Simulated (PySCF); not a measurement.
Input file:

```
{"job": {"kind": "nmr", "xc": "PBE0", "basis": "pcSseg-1"}, "charge": 0, "multiplicity": 1}
Si     2.967901     0.104402    -0.113074
O      2.037587     1.437975     0.252676
Si     0.506463     1.827717     0.694858
O     -0.402844     0.468767     0.336594
C     -1.722791     0.224052     0.494252
C     -2.207453    -1.026185     0.097205
C     -3.558411    -1.324093     0.240239
C     -4.440509    -0.385237     0.777462
C     -3.954628     0.859154     1.171952
C     -2.602518     1.168919     1.033568
H      4.353161     0.584874    -0.372675
H      2.440284    -0.583284    -1.326883
H      2.975257    -0.851794     1.033508
H      0.436072     2.108340     2.155401
H      0.034335     2.993223    -0.098663
H     -1.503495    -1.747696    -0.321516
H     -3.927112    -2.303934    -0.073040
H     -5.500332    -0.623530     0.887828
H     -4.632734     1.604494     1.594642
H     -2.233118     2.149443     1.347289
```

Launched as:

```sh
OMP_NUM_THREADS=1 python probes_run.py task.json out
```

Geometry: PBE0-D3(BJ)/def2-SVP.

The calculation used PySCF, PBE0/pcSseg-1, SCF density, gas phase, non-relativistic.

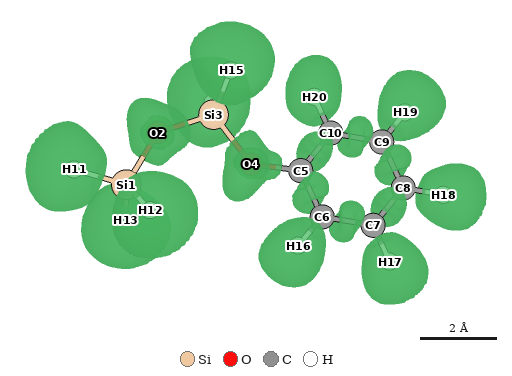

C6H10O2Si2 (SMILES [SiH3]O[SiH2]Oc1ccccc1). Isosurface of the ELF at 0.75 (green), seen at a tilt. Core shells and regions of very low density are left out.

> What do the ELF domains correspond to?

At this value the surface marks out six regions between bonded C–C atoms (shared pairs), ten regions around hydrogen nuclei and two regions on O in which the atom's valence shell and bonds are merged.

Values along the shortest contacts:
C–O (1.35 Å): the ELF peaks at about 0.90 between the atoms, as expected for a polar covalent bond. C–C (1.39 Å): the ELF peaks at about 0.95 between the atoms, as expected for localised, covalent bonding.
